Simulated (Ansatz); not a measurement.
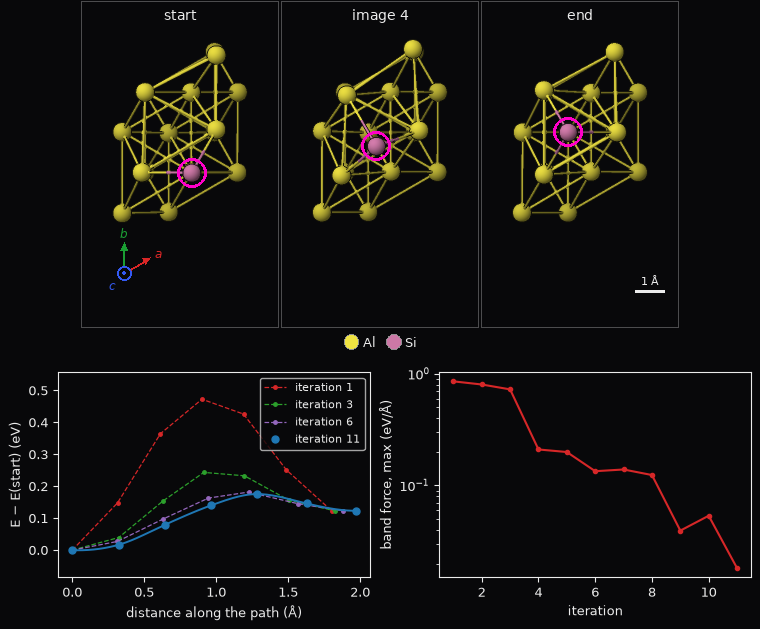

NEB run on Si on Al(111) (17 atoms in the cell). Images are numbered from 0 (start) to 6 (end). The plot follows the band through its iterations. A ball-and-stick model of the simulation cell, with the vacuum cut short (origin moved), seen along the c axis. The moving atom is ringed, with any periodic copies. Bonds to atoms that aren't drawn are left out.

The calculation used DFT LDA, scalar-relativistic, plane waves, PAW (Ansatz 0.2.0). Set-up: plane-wave cutoff 420 eV; k-point mesh 4 × 4 × 1; Gaussian smearing 0.05 eV; 4 atoms held fixed; 5 movable images; climbing image; force threshold 0.05 eV/Å; iteration limit 80; optimiser L-BFGS; starting path by image-dependent pair potential.

Judge this run.

The result is final at these settings. The band converged in 11 iterations. The largest component of the band force went from 0.85 to 0.018 eV/Å. The climbing image converged on the top of the path. A check of its curvatures found one unstable direction (−0.97 eV/Å²), as a transition state must have. The first iteration put the highest image at 0.473 eV. The highest point, image 4, lies 0.176 eV above the start and 0.052 eV above the end; the end is at +0.123 eV relative to the start.

Limits of the set-up: the periodic images lie only 5.7 Å apart, so the values are limited by the cell's size.
